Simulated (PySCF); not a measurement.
## Excited-state calculation, with input and output: Si18H30

- system: Si18H30
- method: TDA PBE0/6-31G*, vertical, gas phase, core orbitals frozen in the response, virtual orbitals cut by energy (PySCF 2.14.0)

The geometry comes from this level: GFN2-xTB.

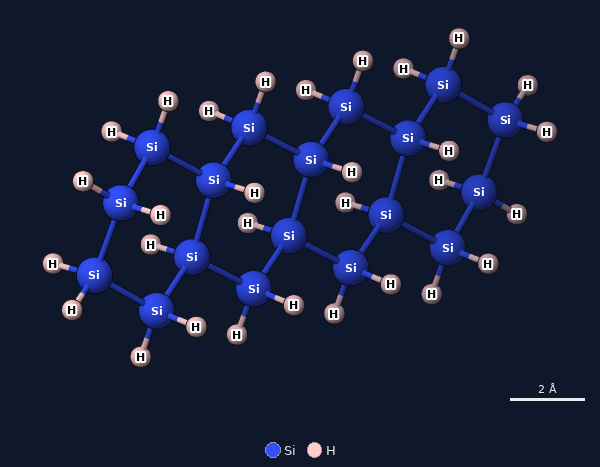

Figure 1. The structure as given in the input (ball-and-stick view, seen at a tilt).

## Summary

- outcome: converged
- total energy: −5226.515524 hartree
- HOMO: −7.19 eV
- LUMO: −1.89 eV
- dipole moment: 0.01 D
- mean polarisability: 559.45 a.u.
- lowest singlet excitation: 4.46 eV
- hardware: 2 CPU threads, shared host
- wall time: 2.6 min (CPU time 5.1 min)
- peak memory: 1.2 GiB

## Input
```
{"job": {"kind": "uv", "basis": "6-31G*", "grid": 1, "kgrid": 0, "vcut": 1.5, "nstates": 6, "ntriplets": 2, "tda": true, "delta": [], "pop": true, "xc": "PBE0"}, "charge": 0, "multiplicity": 1}
Si    -0.000055     1.145523    -0.274886
Si    -1.995384     2.191164     0.339999
Si    -3.996597     1.150806    -0.262021
Si    -3.996889    -1.150758     0.263480
Si    -1.995327    -2.189498    -0.339233
Si     0.000606    -1.145204     0.273999
Si     3.996260     1.150894    -0.263574
Si     1.995499     2.191277     0.340073
Si     1.995907    -2.190549    -0.340067
Si     3.996138    -1.150159     0.262899
Si     7.910238     1.109137    -0.351225
Si     5.986166     2.221418     0.340511
Si     5.985352    -2.221054    -0.341455
Si     7.909639    -1.108811     0.349712
Si    -5.986295     2.221353     0.342655
Si    -7.909756     1.109681    -0.350785
Si    -7.910533    -1.107716     0.350147
Si    -5.987010    -2.220709    -0.340389
H     -0.000486     1.155203    -1.762644
H     -1.992709     2.296710     1.810696
H     -2.000690     3.597677    -0.098909
H     -4.003222     1.164737    -1.749690
H     -4.002502    -1.163039     1.751056
H     -1.993037    -2.294641    -1.809888
H     -2.000451    -3.595685     0.100321
H      0.000483    -1.154257     1.761445
H      4.002187     1.164361    -1.751301
H      1.993333     2.294905     1.811142
H      2.000771     3.597643    -0.099974
H      1.993295    -2.295055    -1.810812
H      2.000799    -3.596798     0.099669
H      4.002237    -1.163633     1.750420
H      7.944847     1.134509    -1.823937
H      9.147083     1.816587     0.013405
H      6.002748     2.311240     1.811421
H      5.982457     3.631965    -0.079900
H      6.001959    -2.308989    -1.812450
H      5.981616    -3.631905     0.077593
H      7.943906    -1.135120     1.822433
H      9.146261    -1.817216    -0.013543
H     -6.002281     2.308535     1.813737
H     -5.981077     3.632822    -0.074190
H     -7.942195     1.136376    -1.823395
H     -9.146206     1.818429     0.011396
H     -7.945372    -1.133603     1.822656
H     -9.147052    -1.815371    -0.014150
H     -6.002318    -2.309914    -1.811335
H     -5.982501    -3.630916     0.080735
```

The first line tells a small driver script what to run in PySCF; the rest is the geometry in Å.

Launch command:
```bash
OMP_NUM_THREADS=2 python <driver script> task.json out
```

## Output
```
start: PBE on a coarse grid of 45839 points
cycle   1  E = -5226.3022890155  dE =  4.059e-01  |g| = 2.840e-01  |ddm| = 6.326e+00
cycle   2  E = -5226.3257623219  dE = -2.347e-02  |g| = 1.430e-01  |ddm| = 7.144e-01
cycle   3  E = -5226.3311472997  dE = -5.385e-03  |g| = 9.482e-02  |ddm| = 4.632e-01
cycle   4  E = -5226.3351031929  dE = -3.956e-03  |g| = 1.335e-02  |ddm| = 2.202e-01
cycle   5  E = -5226.3351676561  dE = -6.446e-05  |g| = 5.114e-03  |ddm| = 3.295e-02
final grid: 177598 points
cycle   6  E = -5226.5152788923  dE = -1.197e-02  |g| = 2.418e-02  |ddm| = 4.349e-01
cycle   7  E = -5226.5154209765  dE = -1.421e-04  |g| = 1.547e-02  |ddm| = 8.839e-02
cycle   8  E = -5226.5155098573  dE = -8.888e-05  |g| = 5.843e-03  |ddm| = 4.261e-02
cycle   9  E = -5226.5155224705  dE = -1.261e-05  |g| = 1.387e-03  |ddm| = 1.356e-02
cycle  10  E = -5226.5155251183  dE = -2.648e-06  |g| = 2.131e-04  |ddm| = 2.877e-03
cycle  11  E = -5226.5155237711  dE =  1.347e-06  |g| = 7.879e-05  |ddm| = 5.545e-04
converged SCF energy = -5226.5155237711

Static polarisability (au): isotropic 559.450, principal 310.527 488.997 878.827

Singlet excitations
state   eV       nm        f      main configurations
  1   4.4632    277.8   0.00000   H->L 0.95
  2   4.8028    258.1   0.00000   H-1->L 0.97
  3   5.0073    247.6   0.08982   H-2->L 0.61, H->L+1 0.34
  4   5.0848    243.8   1.34424   H->L+1 0.57, H-2->L 0.24, H-3->L 0.14
  5   5.1948    238.7   0.04319   H-1->L+1 0.88
  6   5.2919    234.3   0.00095   H-4->L 0.79, H-6->L 0.15

Triplet excitations (Tamm-Dancoff, eV): 4.1621 4.4320
```

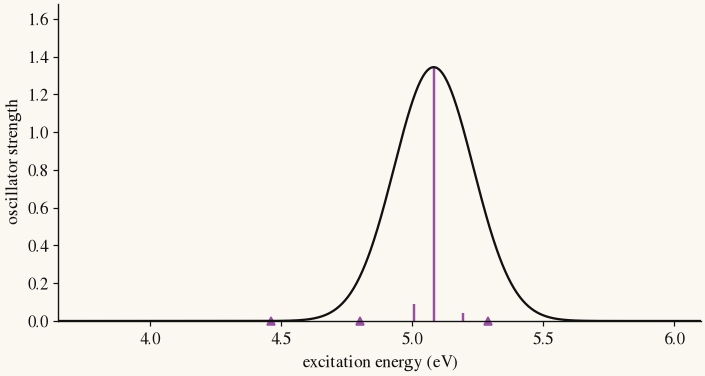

Figure 2. Computed excitations as sticks (degenerate states added up, dark ones marked on the axis), with a Gaussian envelope of 0.35 eV full width at half maximum, scaled to the tallest. Of the 6 states the lowest lies at 4.46 eV (f = 0.000); the strongest line is at 5.08 eV, or 244 nm (f = 1.344).

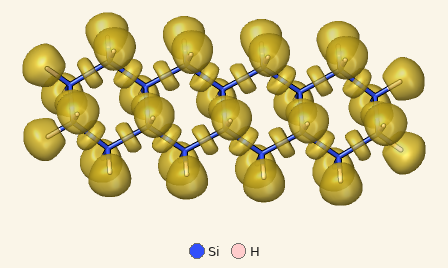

Figure 3. Isosurface of the electron localisation function at 0.75 (yellow), seen at an oblique angle. Core shells and regions of very low density are left out. Si–H (1.47 Å): the ELF climbs to about 1 towards the hydrogen, as it does in any bond to H.

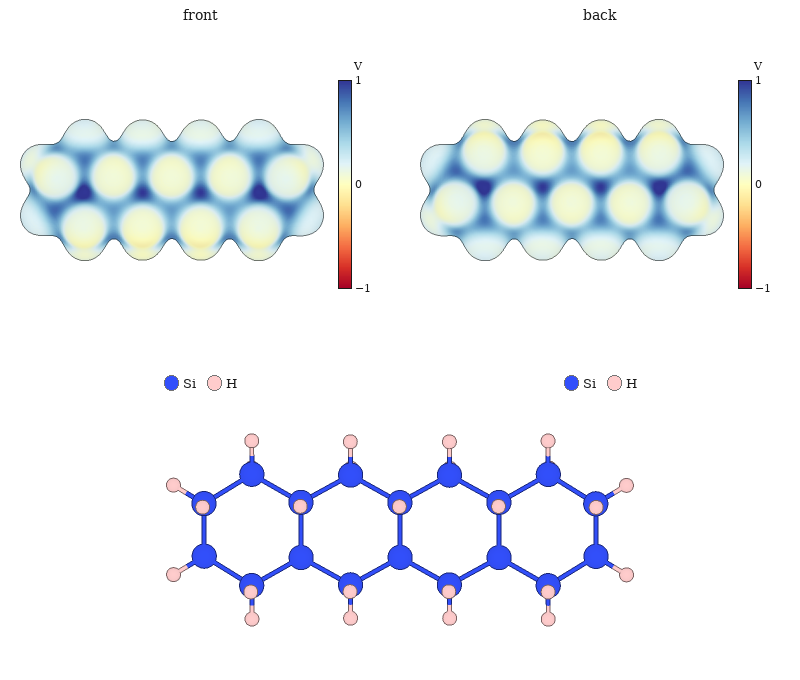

Figure 4. The molecular electrostatic potential painted on the density surface at 0.002 e/bohr³, seen face on and from behind; the colour scale runs from red (negative) to blue (positive). The bare structure is drawn below in the same view. A positive charge is drawn to the negative regions and a negative charge to the positive ones. Its dipole moment is zero.

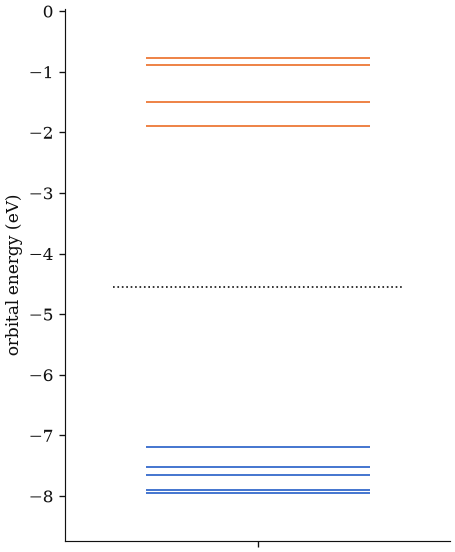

Figure 5. Orbital energies near the frontier; the dotted line parts filled from empty levels, and levels within 0.02 eV of each other stand side by side. Highest filled −7.19 eV, lowest empty −1.89 eV, 5.30 eV apart.
